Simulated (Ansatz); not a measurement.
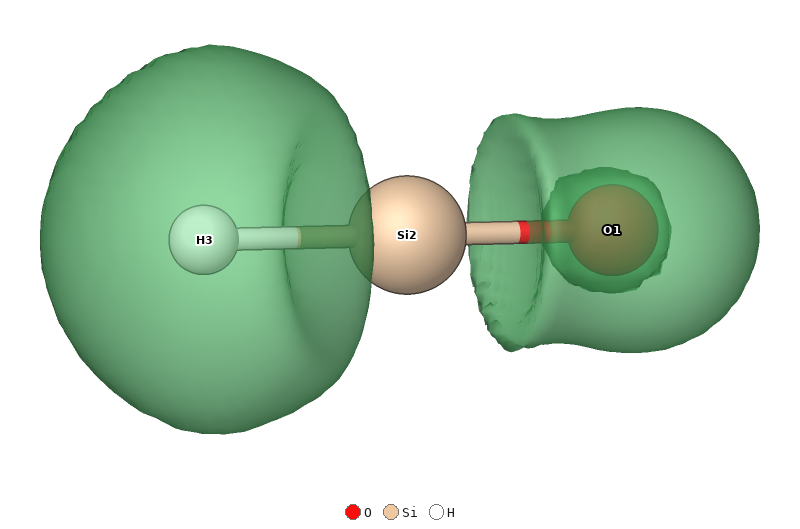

HOSi (SMILES O=[SiH+]) (charge +1). Isosurface of the ELF at 0.75 (green), seen from one side. Only the valence region is drawn (cores and ρ < 0.01 e/Å³ removed).

Geometry: PBE0-D3(BJ)/def2-SVP.

Theory: isolated molecule in a Gaussian basis; Kohn-Sham density functional theory, functional PBE0 (Ansatz).

**Describe the localisation domains.**

The surface consists of one region around a hydrogen nucleus and one region wrapped around O (its lone pairs, merged into a ring or cap). Profiles from the grid: Si–O (1.50 Å): the ELF peaks at about 0.80 in the valence shell of O, 0.6 Å from its nucleus, and is about 0.35 at the midpoint. Si–H (1.49 Å): the ELF climbs to about 1 towards the hydrogen, as it does in any bond to H.
